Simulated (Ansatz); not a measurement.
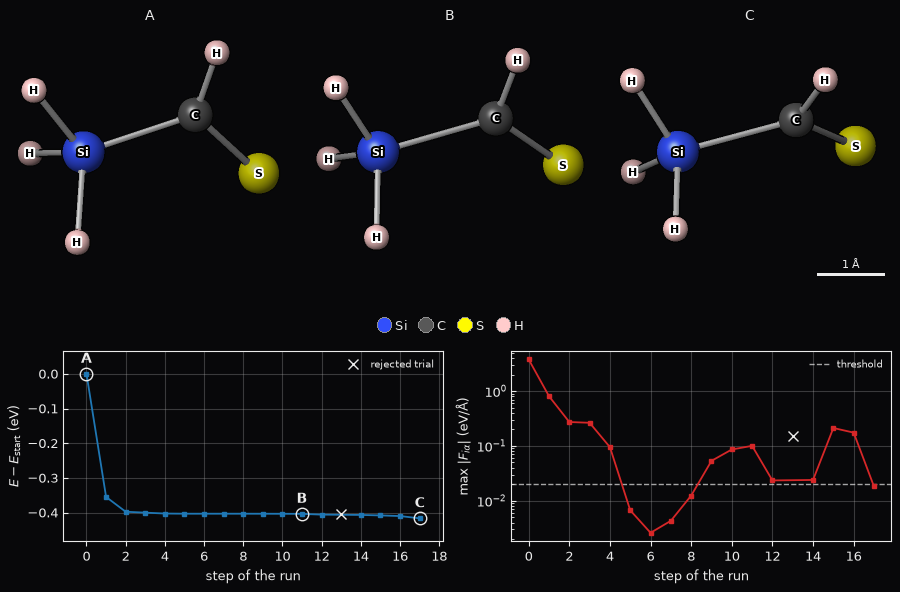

Frames of a relaxation of CH₄SSi, marked on the history of the run. Style: ball-and-stick. Shown at a tilt.

The run prepares the start of a later molecular dynamics calculation, from a guessed geometry.

Method: UKS PBE0-D4/STO-3G (Ansatz).

Input
```yaml
crystal:
  periodic: [false, false, false]
  atoms:
    - { symbol: Si, position_ang: [-0.6209, 0.2235, -0.2323] }
    - { symbol: C, position_ang: [1.0196, -0.3375, 0.2539] }
    - { symbol: S, position_ang: [1.1364, -1.4175, 1.4976] }
    - { symbol: H, position_ang: [-1.4739, -0.8294, -0.7083] }
    - { symbol: H, position_ang: [-0.5455, 1.2141, -1.3971] }
    - { symbol: H, position_ang: [-1.3543, 1.0123, 0.8562] }
    - { symbol: H, position_ang: [1.8998, 0.0664, -0.3157] }
magnetization:
  spin_polarized: true
basis:
  gaussian: { orbitals: STO-3G }
hamiltonian:
  xc: pbe0
  dispersion: d4
relax:
  f_tol: 0.02
  max_steps: 40
```

Run as
```bash
ansatz run input.yaml --threads 1 --pin off --max-ram 2048MiB --backend cpu --events-out ev --progress --plain --runs-dir out
```

Question: What happens along the run?

Answer: After 16 accepted moves (17 points after the start) the energy has fallen by 0.416 eV. Largest force component: 3.8 eV/Å at the start, 0.018 eV/Å at the end. The line search rejected the trial step at point 13 of the run. The forces were under the threshold at step 5, but the run went on from there. The atom that moves furthest after the best rigid fit is H7 (0.51 Å). By element the largest moves are H 0.51 Å, S 0.50 Å, Si 0.09 Å, C 0.08 Å. Some distances before and after: Si1–H5 1.531 → 1.444 Å, Si1–H6 1.531 → 1.445 Å, Si1–C2 1.801 → 1.877 Å, C2–S3 1.651 → 1.611 Å. Bond angles that change, for instance: Si1–C2–S3 118.1° → 127.3°, H4–Si1–H5 104.6° → 109.6°, H5–Si1–H6 103.4° → 108.4°. Groups turn about Si1–C2 by about 35°. The run took 2.1 min on 1 thread of Intel(R) Xeon(R) Processor @ 2.50GHz (Skylake/Cascade Lake), with other jobs on the host, peak memory 0.14 GiB. From step 0 to 11: S3 moves most (0.15 Å), energy −0.404 eV. From step 11 to 17: H7 moves most (0.40 Å), energy −0.013 eV.

Limits of the set-up: STO-3G is a minimal basis, so the numbers are rough.
